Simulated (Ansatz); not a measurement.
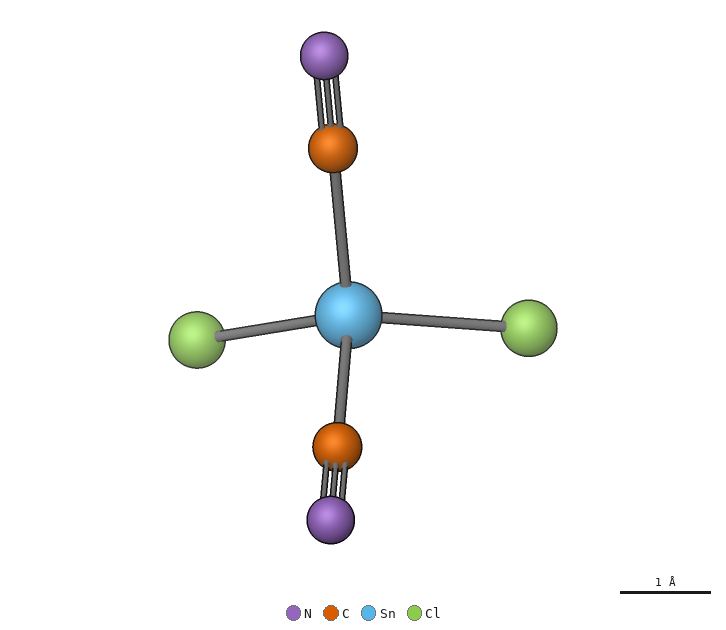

Rendered structure (ball-and-stick style). Multiple sticks mark multiple bonds (one Kekulé form).

Computed geometry: PBE0-D4/def2-TZVP optimisation.

Describe the molecule.

The molecule is C2Cl2N2Sn. As SMILES it reads `N#[C][Sn]([Cl])([Cl])[C]#N`. Among its groups: nitrile. Coordination: 2 C linear; 1 Sn tetrahedral.

The parts below concern this one geometry. Atoms keep their numbers from picture to picture.

## Geometry

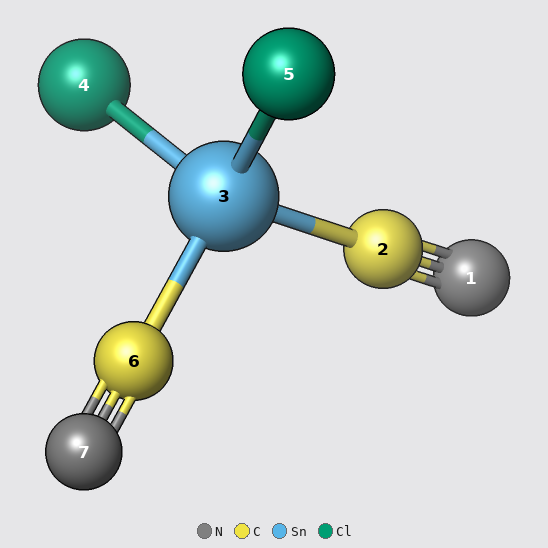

Numbered structure.

Give the bond lengths.

```json
{"bond": "N1–C2", "length (Å)": "1.151"}
{"bond": "C2–Sn3", "length (Å)": "2.083"}
{"bond": "Sn3–Cl4", "length (Å)": "2.279"}
{"bond": "Sn3–Cl5", "length (Å)": "2.279"}
{"bond": "Sn3–C6", "length (Å)": "2.083"}
{"bond": "C6–N7", "length (Å)": "1.151"}
```

## Dipole moment

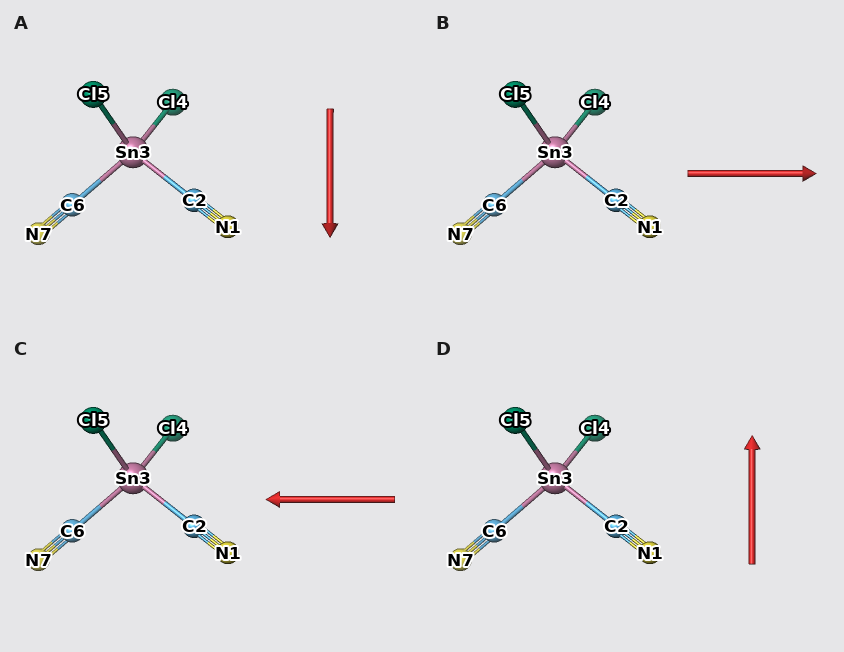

The same molecule four times, each with an arrow. Properties computed with RKS r2SCAN-D4/def2-TZVPP, core potentials on Sn (Ansatz 0.2.0).

**Which arrow points along the dipole moment, from the negative to the positive end?**

D. The dipole moment is 2.26 D; it points from the side of N1, N7 to the side of Cl4, Cl5 (the outermost atoms at the two ends).

## Vibrations

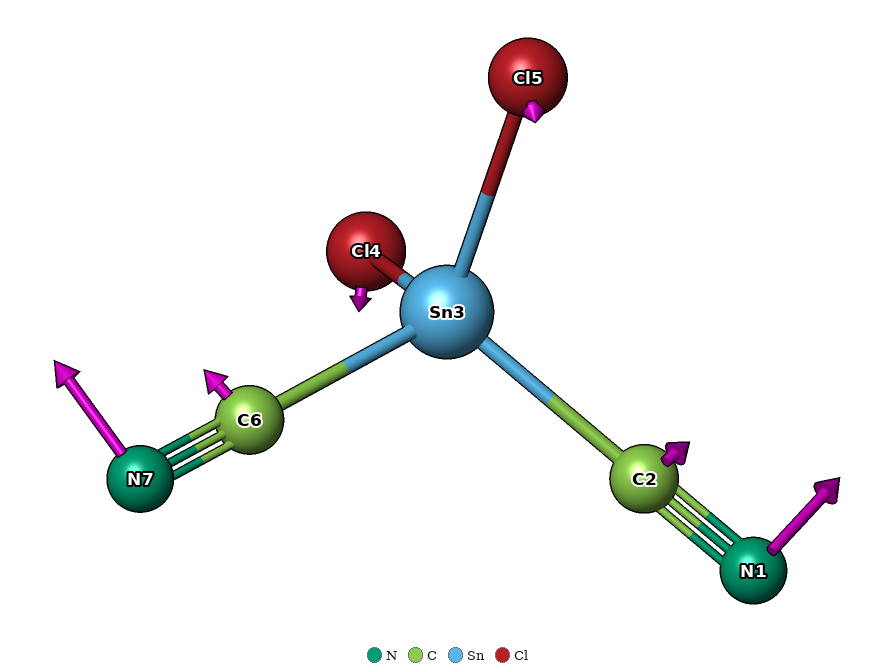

The arrows show one normal mode. Harmonic vibrations computed with RKS PBE0-D4/def2-TZVP, core potentials on Sn (Ansatz 0.2.0) at a stationary point of the same level.

**Estimate its harmonic wavenumber.**

70 cm⁻¹; it is mode 1 of 15 counted from the lowest.

## Thermal motion

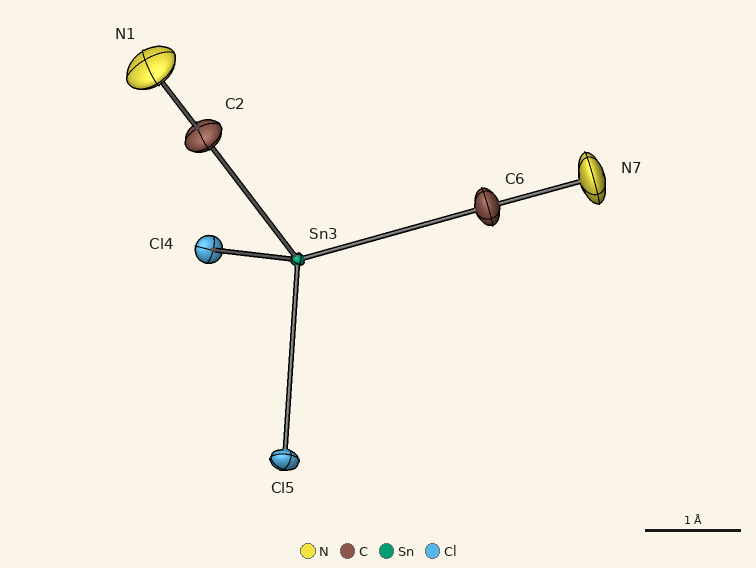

Displacement ellipsoids at the 50 % level, enlarged 2 times, from the internal vibrations of the free molecule (harmonic, no overall translation or rotation; no half-axis is drawn under 0.075 Å). Vibrations computed with RKS PBE0-D4/def2-TZVP, core potentials on Sn (Ansatz 0.2.0). Temperature: 0 K (zero-point motion alone).

Give the displacement parameters, one line for each set of equivalent atoms.

```
    atom  U_eq (Å²)   rms amplitudes (Å)
  N1, N7     0.0063  0.043, 0.091, 0.094
  C2, C6     0.0037  0.042, 0.067, 0.069
     Sn3    0.00042  0.020, 0.020, 0.021
Cl4, Cl5     0.0021  0.035, 0.048, 0.051
```
